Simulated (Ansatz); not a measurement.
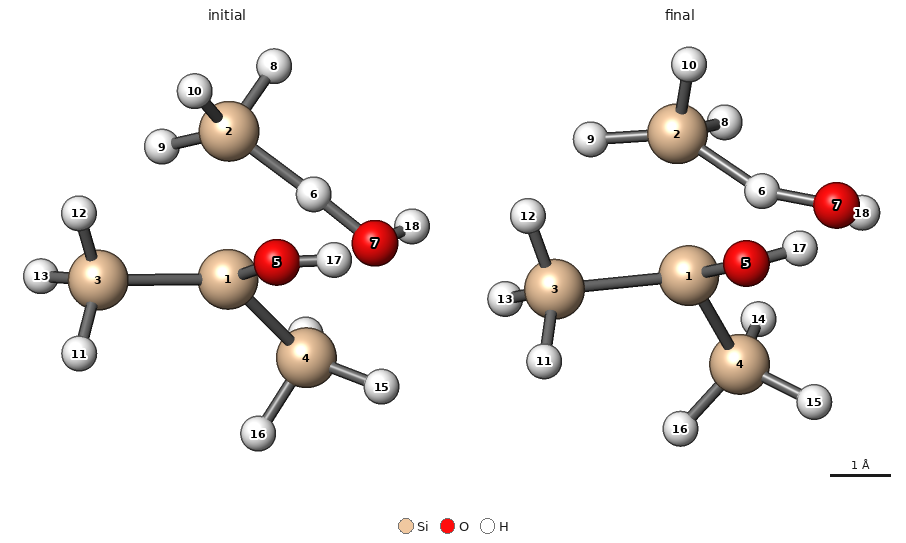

The structure of Si4H12O2 before (left) and after (right) a constrained relaxation, at one scale.

A ball-and-stick model, seen at a tilt.

The reaction that was planned forms Si1–O7, Si2–H6 and breaks Si1–Si2, H6–O7 (atoms numbered from 1 in input order).

Theory: RKS PBE0-D4/def2-SVP (Ansatz).

Input file:
```yaml
crystal:
  periodic: [false, false, false]
  atoms:
    - {symbol: Si, position_ang: [-0.266700, 0.551500, -0.382100]}
    - {symbol: Si, position_ang: [1.395300, -1.605700, -0.125900]}
    - {symbol: Si, position_ang: [-0.676400, 0.462200, -2.669400]}
    - {symbol: Si, position_ang: [-1.501300, 0.542500, 1.600300]}
    - {symbol: O, position_ang: [0.791600, 1.795300, -0.362000]}
    - {symbol: H, position_ang: [0.969000, -0.581300, 1.241200]}
    - {symbol: O, position_ang: [0.611100, 0.179500, 2.242400]}
    - {symbol: H, position_ang: [2.322100, -2.400600, 0.702300]}
    - {symbol: H, position_ang: [0.442500, -2.598300, -0.636800]}
    - {symbol: H, position_ang: [2.232600, -1.216800, -1.265300]}
    - {symbol: H, position_ang: [-1.540700, 1.552600, -3.142100]}
    - {symbol: H, position_ang: [0.519500, 0.502500, -3.517000]}
    - {symbol: H, position_ang: [-1.377000, -0.788400, -2.983400]}
    - {symbol: H, position_ang: [-1.724400, -0.770300, 2.205500]}
    - {symbol: H, position_ang: [-1.266300, 1.684500, 2.480400]}
    - {symbol: H, position_ang: [-2.880700, 0.841400, 1.089500]}
    - {symbol: H, position_ang: [1.151900, 2.122400, 0.459400]}
    - {symbol: H, position_ang: [0.798000, -0.273100, 3.062800]}
basis:
  gaussian: {orbitals: def2-SVP}
hamiltonian: {xc: pbe0, dispersion: d4}
relax: {f_tol: 0.04, max_steps: 150, escape_saddle: false, constraints: [{distance: [0, 6]}, {distance: [1, 5]}, {distance: [0, 1]}, {distance: [5, 6]}]}
```

Command:
```bash
ansatz run in.yaml --threads 4 --pin off --events-out ev --progress --plain --max-ram 46080MiB --backend cuda --devices 0, --max-vram 37GiB
```

Question: Summarise the run.

Answer: The atom that moves furthest after the best rigid fit is H8 (1.15 Å). Largest moves by element: H 1.15 Å, O 0.97 Å, Si 0.36 Å. Near-neighbour distances that change, for instance: Si4–O7 2.237 → 3.272 Å, Si1–H6 2.334 → 2.081 Å, Si4–H14 1.463 → 1.496 Å, Si4–H15 1.461 → 1.493 Å. Bond angles that change, for instance: H6–Si2–H10 126.0° → 99.3°, H6–Si2–H9 120.4° → 143.5°, Si3–Si1–Si4 137.9° → 118.5°. The energy falls by 17.6 kcal/mol in 19 accepted moves (22 points after the start). The largest force component goes from 0.81 to 0.035 eV/Å. The line search rejected the trial steps at points 9, 17, 19 of the run.
